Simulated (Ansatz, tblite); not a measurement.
# Tetraphenylethylene (C26H20): spin states and exact exchange

Aim: set other spin states of tetraphenylethylene (C26H20) against its singlet, on many levels of theory.

Method: as each input shows; program: Ansatz 0.2.0, Gaussian basis.

Levels to be run: triplet, at the geometry of the singlet (GFN1-xTB, GFN2-xTB, PBE0-D4/def2-TZVP, PBE-D4/def2-TZVP); the singlet's energies come from earlier runs.

## 1. The geometry

The geometry is that of the singlet, from an earlier relaxation (r2SCAN-D4/def2-SVP).

SMILES `c1ccc(C(=C(c2ccccc2)c2ccccc2)c2ccccc2)cc1`, 46 atoms, charge 0, spin multiplicity 1.

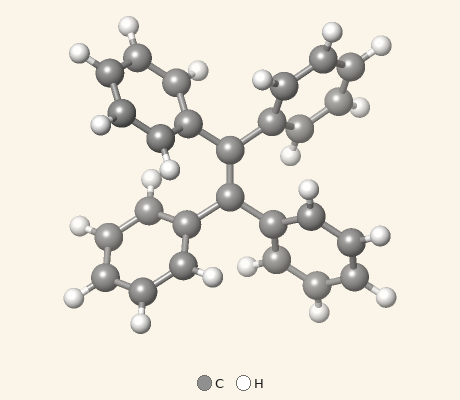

The structure; carbon grey, hydrogen white.

## 2. Triplet at the fixed geometry, GFN1-xTB

Tight binding, by tblite at 300 K electronic temperature and without a spin-polarisation term:

```python
tblite.interface.Calculator('GFN1-xTB', numbers, positions, charge=0, uhf=2).singlepoint()
```

Energy -1784.9142 eV; 0.081 s.

## 3. Triplet at the fixed geometry, GFN2-xTB

Tight binding, by tblite at 300 K electronic temperature and without a spin-polarisation term:

```python
tblite.interface.Calculator('GFN2-xTB', numbers, positions, charge=0, uhf=2).singlepoint()
```

Energy -1788.3440 eV; 0.072 s.

## 4. Triplet at the fixed geometry, PBE0-D4/def2-TZVP

Contents of in.yaml:

```yaml
crystal:
  periodic: [false, false, false]
  atoms:
    - {symbol: C, position_ang: [2.752191, -2.788652, 2.624929]}
    - {symbol: C, position_ang: [1.703978, -3.234695, 1.812284]}
    - {symbol: C, position_ang: [1.027093, -2.340070, 0.982994]}
    - {symbol: C, position_ang: [1.385930, -0.978818, 0.946306]}
    - {symbol: C, position_ang: [0.684675, -0.020207, 0.052446]}
    - {symbol: C, position_ang: [-0.684901, 0.020566, -0.051890]}
    - {symbol: C, position_ang: [-1.576613, -0.687628, 0.903589]}
    - {symbol: C, position_ang: [-1.364763, -0.612476, 2.293764]}
    - {symbol: C, position_ang: [-2.218465, -1.266570, 3.182361]}
    - {symbol: C, position_ang: [-3.300694, -2.012136, 2.701695]}
    - {symbol: C, position_ang: [-3.531487, -2.083675, 1.324027]}
    - {symbol: C, position_ang: [-2.685136, -1.418968, 0.434397]}
    - {symbol: C, position_ang: [-1.378213, 0.775855, -1.128248]}
    - {symbol: C, position_ang: [-0.963202, 0.681713, -2.470639]}
    - {symbol: C, position_ang: [-1.632206, 1.381009, -3.475463]}
    - {symbol: C, position_ang: [-2.728622, 2.191597, -3.160970]}
    - {symbol: C, position_ang: [-3.160643, 2.283245, -1.833815]}
    - {symbol: C, position_ang: [-2.499665, 1.573787, -0.829151]}
    - {symbol: C, position_ang: [1.568530, 0.891073, -0.720873]}
    - {symbol: C, position_ang: [2.724494, 0.393943, -1.353716]}
    - {symbol: C, position_ang: [3.563745, 1.242465, -2.078430]}
    - {symbol: C, position_ang: [3.277425, 2.608729, -2.166320]}
    - {symbol: C, position_ang: [2.146700, 3.119901, -1.519577]}
    - {symbol: C, position_ang: [1.300513, 2.270941, -0.805773]}
    - {symbol: C, position_ang: [2.460208, -0.548331, 1.749075]}
    - {symbol: C, position_ang: [3.128641, -1.442053, 2.588119]}
    - {symbol: H, position_ang: [3.281397, -3.490614, 3.276443]}
    - {symbol: H, position_ang: [1.413052, -4.289445, 1.821922]}
    - {symbol: H, position_ang: [0.208993, -2.692170, 0.348566]}
    - {symbol: H, position_ang: [-0.520488, -0.030013, 2.672840]}
    - {symbol: H, position_ang: [-2.039434, -1.191129, 4.259149]}
    - {symbol: H, position_ang: [-3.968616, -2.526506, 3.399233]}
    - {symbol: H, position_ang: [-4.378746, -2.659354, 0.939118]}
    - {symbol: H, position_ang: [-2.873028, -1.471632, -0.642372]}
    - {symbol: H, position_ang: [-0.107265, 0.048498, -2.719979]}
    - {symbol: H, position_ang: [-1.296977, 1.290009, -4.513038]}
    - {symbol: H, position_ang: [-3.251553, 2.741389, -3.949350]}
    - {symbol: H, position_ang: [-4.020770, 2.909969, -1.579269]}
    - {symbol: H, position_ang: [-2.844908, 1.642569, 0.206991]}
    - {symbol: H, position_ang: [2.955495, -0.673270, -1.281558]}
    - {symbol: H, position_ang: [4.448983, 0.834634, -2.575860]}
    - {symbol: H, position_ang: [3.939517, 3.274989, -2.727564]}
    - {symbol: H, position_ang: [1.923416, 4.189921, -1.568810]}
    - {symbol: H, position_ang: [0.418143, 2.673933, -0.301011]}
    - {symbol: H, position_ang: [2.762180, 0.503025, 1.717835]}
    - {symbol: H, position_ang: [3.951086, -1.085347, 3.215607]}
basis:
  gaussian: {orbitals: def2-TZVP, fitting: {mean_field: def2-universal-jkfit}}
magnetization: {spin_polarized: true, initial_magnetization: 2}
hamiltonian: {xc: pbe0, dispersion: d4}
scf: {omitted_lower_state_checks: [starts]}
output: {orbitals: {seedname: orbitals}}
```

Started as:

```sh
$ ansatz run in.yaml --threads 2 --pin off --events-out ev --progress --plain --max-ram 32768MiB --backend cuda --devices 0, --max-vram 18GiB
```

What it wrote:

```text
Functional definition: PBE0
  name "PBE0"
  cite "Adamo & Barone, J. Chem. Phys. 110, 6158 (1999) doi:10.1063/1.478522"
  cite "Perdew, Burke & Ernzerhof, Phys. Rev. Lett. 77, 3865 (1996) doi:10.1103/PhysRevLett.77.3865"
  parent pbe
  parameter a = 0.25
  parameter kappa = 0.804
  parameter beta = 0.06672455060314922
  exchange = (1 - a)*pbe_x(kappa = kappa, mu = beta*pi^2/3) + a*exact_x
  correlation = pbe_c(beta = beta)
these checks for a lower state are left out or cut short: starts
2310 factors; integrals over basis functions are off by at most 2.9e-1 eV
mean field evaluation 1: about -27231.7711 eV, gradient 7.7e1 eV
mean field evaluation 2: about -27227.3895 eV, gradient 8.3e1 eV
mean field evaluation 4: about -27261.4877 eV, gradient 6.9e0 eV
mean field evaluation 8: about -27261.7331 eV, gradient 4.3e-1 eV
mean field evaluation 16: about -27261.7308 eV, gradient 1.1e-2 eV
mean field -27261.73076969 eV, -1001.8501271214 hartree, gradient 3.3e-5 eV, S^2 2.048274; 0 other end points of the search recorded, 0 dependent functions left out
reference -27261.73083194 eV, -1001.8501294090 hartree; 89, 87 occupied and 837, 839 virtual orbitals, 2310 factors
Total energy: -27263.48521349 eV, -1001.9146017419 hartree
Checks for a lower state left out: starts
```

Run time: 17 s. Hardware: 1 × H100 (card shared with other runs) with 2 threads of AMD EPYC 7R13, shared host; peak host memory 1.5 GiB.

HOMO -3.37 eV, LUMO -3.94 eV (over both spins; with the spin held, an empty level of the minority spin lies below the top filled one); ⟨S²⟩ 2.048 (pure: 2.00).

## 5. Triplet at the fixed geometry, PBE-D4/def2-TZVP

start.molden holds the orbitals of an earlier run on this state, given as this run's starting guess.

in.yaml: that of step 4 with these lines changed.

```diff
@@ -50,5 +50,5 @@
 basis:
-  gaussian: {orbitals: def2-TZVP, fitting: {mean_field: def2-universal-jkfit}}
+  gaussian: {orbitals: def2-TZVP, fitting: {mean_field: def2-universal-jkfit}, initial_orbitals: start.molden}
 magnetization: {spin_polarized: true, initial_magnetization: 2}
-hamiltonian: {xc: pbe0, dispersion: d4}
+hamiltonian: {xc: pbe, dispersion: d4}
 scf: {omitted_lower_state_checks: [starts]}
```

The command is unchanged.

What it wrote:

```text
Functional definition: PBE
  name "PBE"
  cite "Perdew, Burke & Ernzerhof, Phys. Rev. Lett. 77, 3865 (1996) doi:10.1103/PhysRevLett.77.3865"
  parent pbe
  parameter kappa = 0.804
  parameter beta = 0.06672455060314922
  exchange = pbe_x(kappa = kappa, mu = beta*pi^2/3)
  correlation = pbe_c(beta = beta)
these checks for a lower state are left out or cut short: starts
2310 factors; integrals over basis functions are off by at most 2.9e-1 eV
mean field evaluation 1: about -27258.8000 eV, gradient 1.4e1 eV
mean field evaluation 2: about -27259.2791 eV, gradient 6.3e-1 eV
mean field evaluation 4: about -27259.2816 eV, gradient 3.7e-2 eV
mean field evaluation 8: about -27259.2816 eV, gradient 2.0e-5 eV
mean field -27259.28164887 eV, -1001.7601235911 hartree, gradient 1.9e-5 eV, S^2 2.010828; 0 other end points of the search recorded, 0 dependent functions left out
reference -27259.28173575 eV, -1001.7601267839 hartree; 89, 87 occupied and 837, 839 virtual orbitals, 2310 factors
Total energy: -27261.29138726 eV, -1001.8339801149 hartree
Checks for a lower state left out: starts
```

Run time: 13 s. Hardware: 1 × H100 (card shared with other runs) with 2 threads of AMD EPYC 7R13, shared host.

HOMO -2.64 eV, LUMO -4.65 eV (over both spins; with the spin held, an empty level of the minority spin lies below the top filled one); ⟨S²⟩ 2.011 (pure: 2.00).

## 6. Triplet less singlet, vertical

The singlet's energies are those of its earlier runs, whose logs aren't repeated here.

```tsv
level	triplet less singlet, vertical (kcal/mol)	time
GFN1-xTB	+58.9	0.15 s
GFN2-xTB	+59.4	0.14 s
PBE-D4/def2-TZVP	+53.4	27 s
PBE0-D4/def2-TZVP	+57.1	32 s
```

Times add the two runs; a level without a time comes out of a correlated run. Tight binding without a spin term can't rank spin states.

## 7. Summary of results

```
                                                quantity                                       value
triplet less singlet, vertical, functionals in def2-TZVP  +53.4 (PBE-D4) to +57.1 kcal/mol (PBE0-D4)
```

What this shows: All functionals put the triplet above the singlet, over a spread of 3.7 kcal/mol. The checks for a lower triplet were left out, so another state of that spin may lie lower. These are electronic energies, without zero-point motion, entropy or surroundings.
